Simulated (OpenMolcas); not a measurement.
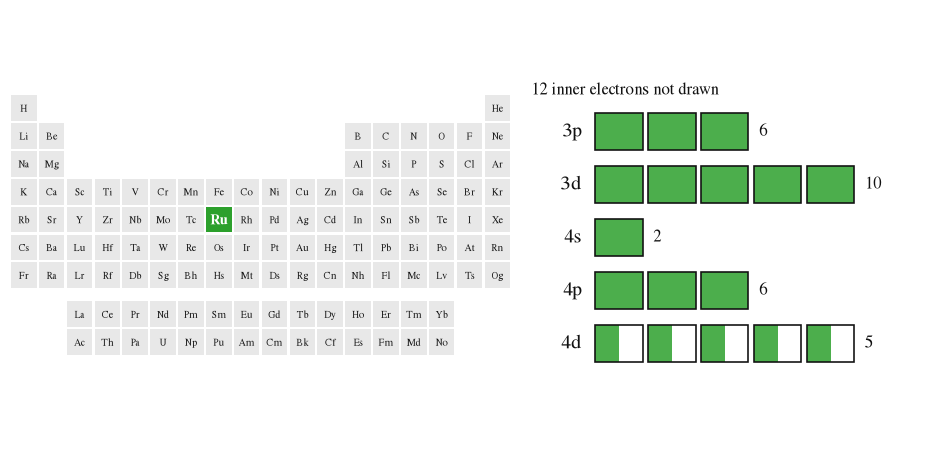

Left, the place of ruthenium in the periodic table; right, the outer shells of the leading configuration of the lowest level: a box for each of the 2l + 1 orbitals, shaded by the share of the shell that is filled, with the electron count at the right.

**Run report: Ru³⁺ complex, multiconfigurational calculation (part 1 of 2)**

Ru³⁺ with 4 ligands (Br; tetrahedron, 2.46 Å), neutralised by 4 outer point charges of +0.25 e, whose field is part of the energies. Computed at this level: state-averaged CASSCF, active space 5 electrons in the shell 4d, basis ANO-RCC-VDZP on the metal and ANO-RCC-VDZP on the ligands, DKH2 scalar Hamiltonian, spin-orbit coupling by RASSI with atomic mean-field integrals (OpenMolcas).

**Input**
```
&GATEWAY
Coord
5

Ru 0.0 0.0 0.0
Br 1.420282 1.420282 1.420282
Br 1.420282 -1.420282 -1.420282
Br -1.420282 1.420282 -1.420282
Br -1.420282 -1.420282 1.420282
Basis=Ru.ANO-RCC-VDZP,Br.ANO-RCC-VDZP
Group=NoSym
NoMove
AngMom=0.0 0.0 0.0
AMFI
RICD
XField
4 Angstrom 0
2.805923 2.805923 2.805923 0.250000
2.805923 -2.805923 -2.805923 0.250000
-2.805923 2.805923 -2.805923 0.250000
-2.805923 -2.805923 2.805923 0.250000
&SEWARD
&RASSCF
FileOrb=start.orb
Symmetry=1
Spin=6
nActEl=5 0 0
Inactive=90
Ras2=5
CIRoot=1 1 1
SDav=1
CIMx=300
Iter=150 100
PrWF=0.3
OrbListing=Nothing
MaxOrb=0
LevShft=1.0
>>> COPY $Project.JobIph JOB001
&RASSCF
FileOrb=start.orb
Symmetry=1
Spin=4
nActEl=5 0 0
Inactive=90
Ras2=5
CIRoot=24 24 1
SDav=24
CIMx=300
Iter=150 100
PrWF=0.3
OrbListing=Nothing
MaxOrb=0
LevShft=1.0
>>> COPY $Project.JobIph JOB002
&RASSCF
FileOrb=start.orb
Symmetry=1
Spin=2
nActEl=5 0 0
Inactive=90
Ras2=5
CIRoot=75 75 1
SDav=75
CIMx=300
Iter=150 100
PrWF=0.3
OrbListing=Nothing
MaxOrb=0
LevShft=1.0
>>> COPY $Project.JobIph JOB003
&RASSI
NrOfJobIphs=3 1 24 75
1
1 2 3 4 5 6 7 8 9 10 11 12 13 14 15 16 17 18 19 20 21 22 23 24
1 2 3 4 5 6 7 8 9 10 11 12 13 14 15 16 17 18 19 20 21 22 23 24 25 26 27
28 29 30 31 32 33 34 35 36 37 38 39 40 41 42 43 44 45 46 47 48 49 50 51
52 53 54 55 56 57 58 59 60 61 62 63 64 65 66 67 68 69 70 71 72 73 74 75
IphNames
JOB001
JOB002
JOB003
EJob
SpinOrbit
DIPRint=1.0
SOCoupling=1000.0
Subsets=2
Property=9
'ANGMOM' 1 'ANGMOM' 2 'ANGMOM' 3 'MLTPL  1' 1 'MLTPL  1' 2 'MLTPL  1' 3
'AMFI' 1 'AMFI' 2 'AMFI' 3
SOProperty=3
'ANGMOM' 1 'ANGMOM' 2 'ANGMOM' 3
```

The file start.orb holds starting orbitals from an earlier step. A driver script formed the levels outside the program, from RASSI's spin-orbit matrix and the active-space energies, averaged over the components of each term or state.

Launched with:
```bash
OMP_NUM_THREADS=1 MOLCAS_MEM=2457 MOLCAS_PROJECT=a pymolcas a.inp > a.log  # once for each step of the input, in one work folder
```

**Log (extracts)**
```
--- SEWARD ---
Basis set label: RU.ANO-RCC...6S5P3D1F.

      Electronic valence basis set:
      ------------------
      Associated Effective Charge  44.000000 au
      Associated Actual Charge     44.000000 au
      Nuclear Model: Point charge

      Shell  nPrim  nBasis  Cartesian Spherical Contaminant
         s      21       6        X
         p      18       5        X
         d      13       3                 X
         f       6       1                 X
                  Relativistic Douglas-Kroll-Hess integrals:
                    - DKH order of Hamiltonian: 2
                    - DKH order of Properties : 0
                  Atomic mean-field integrals
--- RASSCF ---
Wave function specifications:
      -----------------------------

      Number of closed shell electrons         180
      Number of electrons in active shells       5
      Max number of holes in RAS1 space          0
      Max nr of electrons in RAS3 space          0
      Number of inactive orbitals               90
      Number of active orbitals                  5
      Number of secondary orbitals              56
      Spin quantum number                      2.5
      State symmetry                             1
Orbital specifications:
      -----------------------

      Symmetry species                           1
                                                 a
      Frozen orbitals                            0
      Inactive orbitals                         90
      Active orbitals                            5
      RAS1 orbitals                              0
      RAS2 orbitals                              5
      RAS3 orbitals                              0
      Secondary orbitals                        56
      Deleted orbitals                           0
      Number of basis functions                151
      Number of CSFs                             1
      Number of root(s) required                 1
      Iter CI   SX   CI       RASSCF       Energy    max ROT     max BLB   max BLB  Level Ln srch  Step   QN
          iter iter root      energy       change     param      element    value   shift minimum  type update
 Nr of preliminary CI iterations:   1
      Total energies have been shifted. Add               -14000.00 au
        1   1   16    1  -944.44006688    0.00E+00  -7.09E-02   92 108 1  2.11E-01*  1.33   0.00    SX    NO
        2   1   16    1  -944.85119833   -4.11E-01* -3.78E-02   93 109 1  5.33E-02*  1.10   0.00    SX    NO
        3   1   15    1  -944.97790111   -1.27E-01* -2.72E-02   17 114 1  3.65E-02*  0.97   0.00    SX    NO
        4   1   15    1  -945.01910634   -4.12E-02*  1.75E-02   61  92 1  1.85E-02*  0.90   0.00    SX    NO
        5   1   14    1  -945.03422493   -1.51E-02*  2.10E-02   91 107 1 -1.31E-02*  0.88   2.50    LS   YES
        6   1   14    1  -945.04281791   -8.59E-03* -1.02E-02   91 107 1 -1.50E-02*  0.84   1.28    QN   YES
        7   1   14    1  -945.04560646   -2.79E-03* -6.67E-03   16 113 1 -8.70E-03*  0.84   1.70    LS   YES
        8   1   14    1  -945.04616951   -5.63E-04* -1.57E-03   17 114 1 -1.06E-02*  0.84   1.07    QN   YES
        9   1   13    1  -945.04673432   -5.65E-04* -1.10E-03   76 143 1 -2.17E-03*  0.84   1.72    LS   YES
       10   1   13    1  -945.04685284   -1.19E-04* -8.03E-04   18 115 1  6.72E-03*  0.84   1.02    QN   YES
       11   1   11    1  -945.04695424   -1.01E-04* -7.05E-04   18 115 1  2.43E-03*  0.84   1.89    LS   YES
       12   1   12    1  -945.04698338   -2.91E-05* -7.98E-04   10 107 1 -2.78E-03*  0.84   1.02    QN   YES
       13   1   11    1  -945.04700517   -2.18E-05*  5.15E-04   10 107 1 -4.74E-04*  0.84   1.45    QN   YES
       14   1   10    1  -945.04701216   -6.99E-06*  3.97E-04   13 110 1  3.95E-04*  0.84   1.47    QN   YES
       15   1    9    1  -945.04701421   -2.05E-06*  2.99E-04   13 110 1  2.71E-04*  0.84   1.56    QN   YES
       16   1    9    1  -945.04701502   -8.09E-07*  1.07E-04   18 115 1  6.71E-05   0.84   1.41    QN   YES
       17   1    9    1  -945.04701521   -1.96E-07*  3.37E-05   22 116 1 -3.73E-05   0.84   1.38    QN   YES
       18   1    7    1  -945.04701526   -4.92E-08* -2.64E-05   10 107 1 -2.55E-05   0.84   1.59    QN   YES
       19   1    7    1  -945.04701527   -1.12E-08* -1.39E-05   16 104 1 -8.76E-06   0.84   2.50    QN   YES
       20   1    6    1  -945.04701527    2.80E-10  -3.46E-06   22 116 1  4.36E-06   0.84   0.26    QN   YES
      Convergence after 20 iterations
       21   1    6    1  -945.04701527   -1.47E-10  -3.46E-06   22 116 1  2.74E-06   0.84   0.26    QN   YES
      Natural orbitals and occupation numbers for root  1
      sym 1:   1.000000   1.000000   1.000000   1.000000   1.000000
::    RASSCF root number  1 Total energy: -14945.04701527
--- RASSCF ---
Wave function specifications:
      -----------------------------

      Number of closed shell electrons         180
      Number of electrons in active shells       5
      Max number of holes in RAS1 space          0
      Max nr of electrons in RAS3 space          0
      Number of inactive orbitals               90
      Number of active orbitals                  5
      Number of secondary orbitals              56
      Spin quantum number                      1.5
      State symmetry                             1
Orbital specifications:
      -----------------------

      Symmetry species                           1
                                                 a
      Frozen orbitals                            0
      Inactive orbitals                         90
      Active orbitals                            5
      RAS1 orbitals                              0
      RAS2 orbitals                              5
      RAS3 orbitals                              0
      Secondary orbitals                        56
      Deleted orbitals                           0
      Number of basis functions                151
      Number of CSFs                            24
      Number of root(s) required                24
      Iter CI   SX   CI       RASSCF       Energy    max ROT     max BLB   max BLB  Level Ln srch  Step   QN
          iter iter root      energy       change     param      element    value   shift minimum  type update
 Nr of preliminary CI iterations:   1
      Total energies have been shifted. Add               -14000.00 au
        1   1    9    0  -944.92651280    0.00E+00   1.21E-02   95 111 1 -1.69E-02*  0.89   0.00    SX    NO
        2   1    9    0  -944.92879359   -2.28E-03*  9.10E-03   93 109 1 -9.62E-03*  0.88   0.00    SX    NO
        3   1    9    0  -944.92994891   -1.16E-03* -6.69E-03   83  95 1 -7.07E-03*  0.88   0.00    SX    NO
        4   1    8    0  -944.93057789   -6.29E-04* -5.05E-03   83  95 1 -5.33E-03*  0.88   0.00    SX    NO
        5   1    8    0  -944.93093041   -3.53E-04* -7.30E-03   84  93 1  4.02E-03*  0.87   2.50    LS   YES
        6   1    8    0  -944.93126424   -3.34E-04* -7.76E-03   84  93 1  2.10E-03*  0.87   2.11    LS   YES
        7   1    7    0  -944.93139114   -1.27E-04*  6.78E-04   79 103 1  1.88E-03*  0.87   1.04    QN   YES
        8   1    7    0  -944.93140259   -1.14E-05*  9.17E-04   79 103 1  1.18E-03*  0.87   2.36    LS   YES
        9   1    7    0  -944.93140765   -5.06E-06*  4.68E-04   72 113 1 -8.03E-04*  0.87   0.92    QN   YES
       10   1    7    0  -944.93140996   -2.31E-06* -1.03E-04   79 103 1  2.39E-04*  0.87   1.09    QN   YES
       11   1    6    0  -944.93141008   -1.12E-07* -1.55E-04   79 103 1  1.56E-04*  0.87   2.50    LS   YES
       12   1    6    0  -944.93141003    4.81E-08*  6.41E-05   29 113 1  1.15E-04*  0.87   0.41    LS   YES
       13   1    6    0  -944.93141011   -8.32E-08* -1.17E-04   79 103 1  8.33E-05   0.87   1.42    QN   YES
       14   1    5    0  -944.93141018   -7.35E-08*  7.63E-05   79 103 1  5.18E-05   0.87   1.27    QN   YES
       15   1    5    0  -944.93141020   -1.84E-08*  2.82E-05   83  95 1 -1.42E-05   0.87   1.50    QN   YES
       16   1    5    0  -944.93141020    2.06E-09   1.48E-05   83  95 1 -9.94E-06   0.87   0.18    QN   YES
      Convergence after 16 iterations
       17   1    5    0  -944.93141020   -1.51E-10   1.48E-05   79 103 1 -7.71E-06   0.87   0.18    QN   YES
      Natural orbitals and occupation numbers for root  1
      sym 1:   0.989951   0.075086   1.925825   0.981026   1.028112
      Natural orbitals and occupation numbers for root  2
      sym 1:   0.270834   0.984398   1.216022   0.785872   1.742875
      Natural orbitals and occupation numbers for root  3
      sym 1:   0.288297   0.987625   1.234942   0.765108   1.724027
::    RASSCF root number  1 Total energy: -14944.97850572
::    RASSCF root number  2 Total energy: -14944.97850572
::    RASSCF root number  3 Total energy: -14944.97850571
::    RASSCF root number  4 Total energy: -14944.96648920
::    RASSCF root number  5 Total energy: -14944.96648920
::    RASSCF root number  6 Total energy: -14944.96648920
::    RASSCF root number  7 Total energy: -14944.95401231
::    RASSCF root number  8 Total energy: -14944.95334178
::    RASSCF root number  9 Total energy: -14944.95334178
::    RASSCF root number 10 Total energy: -14944.94708363
::    RASSCF root number 11 Total energy: -14944.94708363
::    RASSCF root number 12 Total energy: -14944.94708363
::    RASSCF root number 13 Total energy: -14944.93057571
::    RASSCF root number 14 Total energy: -14944.93057571
::    RASSCF root number 15 Total energy: -14944.92120688
::    RASSCF root number 16 Total energy: -14944.92120688
::    RASSCF root number 17 Total energy: -14944.92120688
::    RASSCF root number 18 Total energy: -14944.89247341
::    RASSCF root number 19 Total energy: -14944.89247341
::    RASSCF root number 20 Total energy: -14944.89247341
::    RASSCF root number 21 Total energy: -14944.88693851
::    RASSCF root number 22 Total energy: -14944.87592750
::    RASSCF root number 23 Total energy: -14944.87592750
::    RASSCF root number 24 Total energy: -14944.87592750
--- RASSCF ---
Wave function specifications:
      -----------------------------

      Number of closed shell electrons         180
      Number of electrons in active shells       5
      Max number of holes in RAS1 space          0
      Max nr of electrons in RAS3 space          0
      Number of inactive orbitals               90
      Number of active orbitals                  5
      Number of secondary orbitals              56
      Spin quantum number                      0.5
      State symmetry                             1
Orbital specifications:
      -----------------------

      Symmetry species                           1
                                                 a
      Frozen orbitals                            0
      Inactive orbitals                         90
      Active orbitals                            5
      RAS1 orbitals                              0
      RAS2 orbitals                              5
      RAS3 orbitals                              0
      Secondary orbitals                        56
      Deleted orbitals                           0
      Number of basis functions                151
      Number of CSFs                            75
      Number of root(s) required                75
      Iter CI   SX   CI       RASSCF       Energy    max ROT     max BLB   max BLB  Level Ln srch  Step   QN
          iter iter root      energy       change     param      element    value   shift minimum  type update
 Nr of preliminary CI iterations:   1
      Total energies have been shifted. Add               -14000.00 au
        1   1    9    0  -944.86500878    0.00E+00  -8.02E-03   95 111 1 -9.51E-03*  0.86   0.00    SX    NO
        2   1    8    0  -944.86583200   -8.23E-04*  5.86E-03   84  95 1 -6.22E-03*  0.86   0.00    SX    NO
        3   1    8    0  -944.86624930   -4.17E-04*  4.45E-03   84  95 1 -4.71E-03*  0.86   0.00    SX    NO
        4   1    8    0  -944.86647635   -2.27E-04* -3.42E-03   84  95 1 -3.63E-03*  0.86   0.00    SX    NO
        5   1    8    0  -944.86660360   -1.27E-04* -5.02E-03   84  95 1 -2.81E-03*  0.86   2.50    LS   YES
        6   1    8    0  -944.86672527   -1.22E-04* -5.26E-03   84  95 1 -1.60E-03*  0.85   2.07    LS   YES
        7   1    7    0  -944.86676967   -4.44E-05*  5.27E-04   79 103 1  1.09E-03*  0.85   1.02    QN   YES
        8   1    7    0  -944.86677428   -4.62E-06*  7.87E-04   79 103 1  7.21E-04*  0.85   2.50    LS   YES
        9   1    7    0  -944.86677740   -3.11E-06*  3.07E-04   84  95 1 -2.46E-04*  0.85   1.18    QN   YES
       10   1    6    0  -944.86677804   -6.49E-07*  4.59E-04   84  95 1 -1.27E-04*  0.85   2.50    LS   YES
       11   1    7    0  -944.86677734    7.03E-07*  2.61E-04   95 111 1 -5.50E-04*  0.85   0.19    LS   YES
       12   1    7    0  -944.86677814   -8.02E-07* -1.22E-04   95 111 1 -2.97E-04*  0.85   1.18    QN   YES
       13   1    6    0  -944.86677839   -2.45E-07* -1.82E-04   84  95 1 -9.20E-05   0.85   2.50    LS   YES
       14   1    7    0  -944.86677835    3.48E-08* -1.01E-04   72 113 1 -2.77E-04*  0.85   0.44    SX   YES
       15   1    6    0  -944.86677856   -2.05E-07*  2.11E-04   84  95 1 -7.05E-05   0.85   1.19    QN   YES
       16   1    5    0  -944.86677862   -6.51E-08*  3.16E-04   84  95 1 -2.82E-05   0.85   2.50    LS   YES
       17   1    6    0  -944.86677859    2.90E-08*  1.54E-04   79 103 1 -8.57E-05   0.85   0.30    LS   YES
       18   1    6    0  -944.86677863   -3.94E-08*  3.46E-05   79 103 1 -5.74E-05   0.85   1.14    QN   YES
       19   1    5    0  -944.86677864   -9.67E-09  -5.19E-05   79 103 1 -3.33E-05   0.85   2.50    LS   YES
      Convergence after 19 iterations
       20   1    5    0  -944.86677864    6.76E-09  -5.19E-05   95 111 1  4.76E-05   0.85   2.50    LS   YES
      Natural orbitals and occupation numbers for root  1
      sym 1:   0.067756   0.983524   1.952478   0.076645   1.919597
      Natural orbitals and occupation numbers for root  2
      sym 1:   0.080405   1.944340   1.928047   0.983055   0.064152
      Natural orbitals and occupation numbers for root  3
      sym 1:   0.058548   1.940083   1.942266   0.059602   0.999500
::    RASSCF root number  1 Total energy: -14944.95837215
::    RASSCF root number  2 Total energy: -14944.95837215
::    RASSCF root number  3 Total energy: -14944.95837215
::    RASSCF root number  4 Total energy: -14944.94233734
::    RASSCF root number  5 Total energy: -14944.93622191
::    RASSCF root number  6 Total energy: -14944.93622191
::    RASSCF root number  7 Total energy: -14944.93622191
::    RASSCF root number  8 Total energy: -14944.93232939
::    RASSCF root number  9 Total energy: -14944.93232939
::    RASSCF root number 10 Total energy: -14944.93232939
::    RASSCF root number 11 Total energy: -14944.93195534
::    RASSCF root number 12 Total energy: -14944.93195534
::    RASSCF root number 13 Total energy: -14944.91677761
::    RASSCF root number 14 Total energy: -14944.91255322
::    RASSCF root number 15 Total energy: -14944.91255322
::    RASSCF root number 16 Total energy: -14944.91255322
::    RASSCF root number 17 Total energy: -14944.91242071
::    RASSCF root number 18 Total energy: -14944.91242071
::    RASSCF root number 19 Total energy: -14944.91242071
::    RASSCF root number 20 Total energy: -14944.91065005
::    RASSCF root number 21 Total energy: -14944.91065005
::    RASSCF root number 22 Total energy: -14944.89947380
::    RASSCF root number 23 Total energy: -14944.89947380
::    RASSCF root number 24 Total energy: -14944.89947380
::    RASSCF root number 25 Total energy: -14944.89862015
::    RASSCF root number 26 Total energy: -14944.88929614
::    RASSCF root number 27 Total energy: -14944.88929614
::    RASSCF root number 28 Total energy: -14944.88929614
::    RASSCF root number 29 Total energy: -14944.88768868
::    RASSCF root number 30 Total energy: -14944.88768868
```

(Continued in part 2.) Outcome of the run: converged.
